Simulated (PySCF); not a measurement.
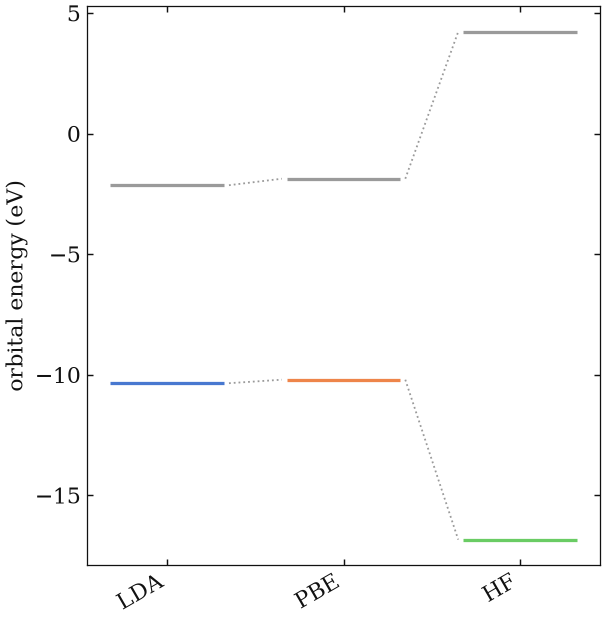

Frontier orbital energies of N₂ at one geometry, def2-SVPD, PySCF 2.14.0, at a PBE0-D3(BJ)/def2-SVP geometry (no frequency check). Empty levels are grey, levels within 0.1 eV stand side by side; all columns show the same few orbitals around the gap. Dotted lines join the HOMOs and the LUMOs.

**How do the frontier levels move from column to column?**

The separation grows from 8.21 eV (LDA) to 21.07 eV (HF).

| level | HOMO (eV) | LUMO (eV) | separation (eV) |
| --- | --- | --- | --- |
| LDA | −10.35 | −2.14 | 8.21 |
| PBE | −10.21 | −1.87 | 8.34 |
| HF | −16.84 | 4.23 | 21.07 |

Limits of at least one run: empty levels above zero depend strongly on the basis.
